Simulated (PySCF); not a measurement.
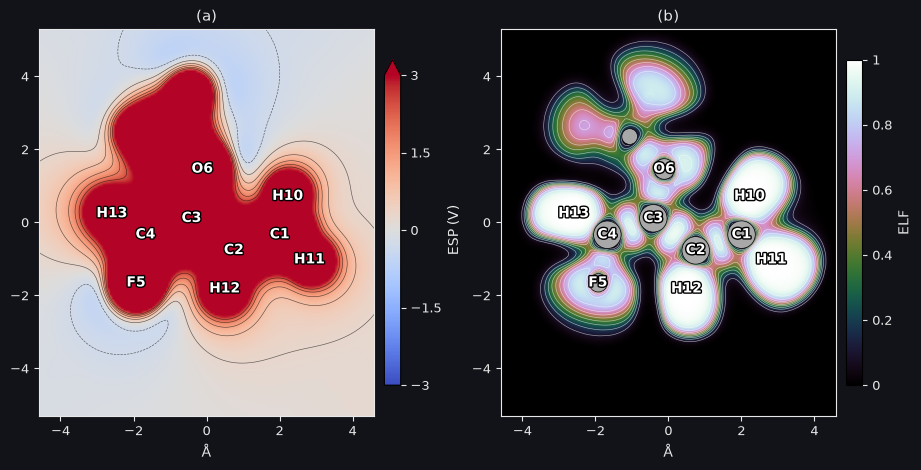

C$_{5}$H$_{5}$F$_{3}$O (SMILES C=C/C(=C\F)OC(F)F). (a) electrostatic potential; (b) ELF on the plane of atoms C1, C2 and C3. Grey discs cover the atomic cores in the ELF map.

Geometry: GFN2-xTB.

These are results of PBE0/def2-SVPD, SCF density, gas phase in PySCF 2.14.0, not measurements.

```xyz
14

C    -2.1230   -1.1136   -0.2245
C    -1.6155    0.0631    0.1213
C    -0.1890    0.3400    0.2041
C     0.3070    1.5392    0.5300
F    -0.5165    2.5745    0.7593
O     0.6252   -0.7471   -0.0650
C     1.9192   -0.5288   -0.3738
F     2.4102   -1.6581   -0.8959
F     2.6721   -0.2655    0.7260
H    -1.4880   -1.9472   -0.4693
H    -3.1859   -1.2732   -0.2682
H    -2.2465    0.9029    0.3719
H     1.3430    1.8130    0.6514
H     2.0870    0.3004   -1.0896
```

> What does the map show?

- The plane passes through C, F, O and H nuclei.
- C–C (1.33 Å): the ELF peaks at about 0.90 between the atoms: a short, multiple covalent bond.
- C–F (1.34 Å): the ELF peaks at about 0.85 between the atoms: a polar covalent bond.
- C–H (1.08 Å): the ELF climbs to about 1 towards the hydrogen, as it does in any bond to H; a covalent bond by its length.
- C–C (1.46 Å): the ELF peaks at about 0.95 between the atoms, as expected for a covalent bond.
- The ELF also peaks beside F5, O6 and F8, away from the bonds: lone-pair regions.
- Outside the dense part of the molecule the potential is most negative (−0.6 V) near F8, which lies off the plane.
